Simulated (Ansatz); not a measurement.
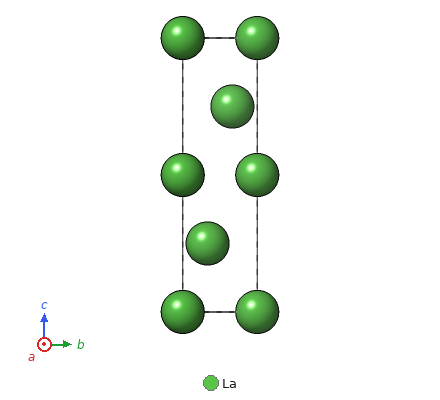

La (P6_3/mmc, No. 194): the input geometry of a calculation.

```cif
data_structure
_symmetry_space_group_name_H-M 'P 1'
_symmetry_Int_Tables_number 1
_cell_length_a 3.7872
_cell_length_b 3.7872
_cell_length_c 12.0621
_cell_angle_alpha 90.000
_cell_angle_beta 90.000
_cell_angle_gamma 120.000
_cell_volume 149.82
loop_
_atom_site_label
_atom_site_type_symbol
_atom_site_fract_x
_atom_site_fract_y
_atom_site_fract_z
_atom_site_occupancy
La1 La 0.00000 0.00000 0.00000 1
La2 La 0.00000 0.00000 0.50000 1
La3 La 0.33333 0.66667 0.75000 1
La4 La 0.66667 0.33333 0.25000 1
```

Question: What will a HAADF-like image along [100] show? Simulated incoherent Z contrast: every atom adds Z^1.7 spread by a probe of 1.30 Å full width; channelling and multiple scattering are left out. Shot noise was added.

Answer: The columns repeat on a rectangular net of 3.28 × 12.06 Å (plane group p2mg). All columns are alike (La). The shortest distance between visible columns is 3.21 Å in projection. Along the beam the structure repeats every 3.79 Å.

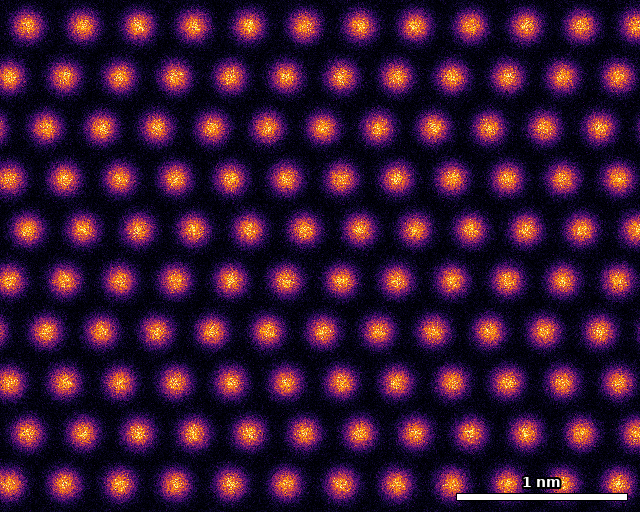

The simulated image.
